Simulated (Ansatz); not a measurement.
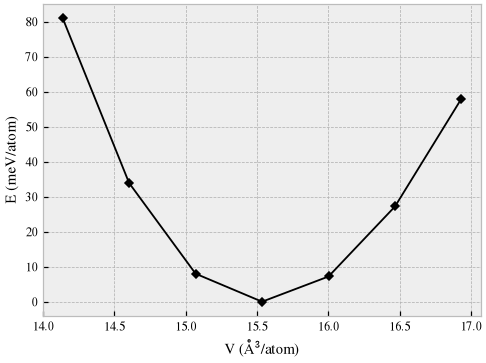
Figure: Al3Pt2 (La2O3 or Ni2Al3 type, P-3m1) under volume change, plane-wave PAW LDA (Ansatz code), shape and atoms relaxed at each volume.

### Question
What does a third-order Birch–Murnaghan fit give for V₀, B₀ and B′?

### Answer
V₀ = 15.54 Å³/atom, B₀ = 173 GPa, B′ = 4.6.

The workflow started from a Materials Project entry (that database holds measured and hypothetical structures alike); the Crystallography Open Database copy checked does not list it. Its standing as an ambient phase is unchecked. Symmetry was held in the LDA relaxation; its stability against distortions is not shown here. No spin polarisation was allowed. Spin–orbit coupling is left out wherever it is not named.

Potentials: the later of the program's two PAW sets.
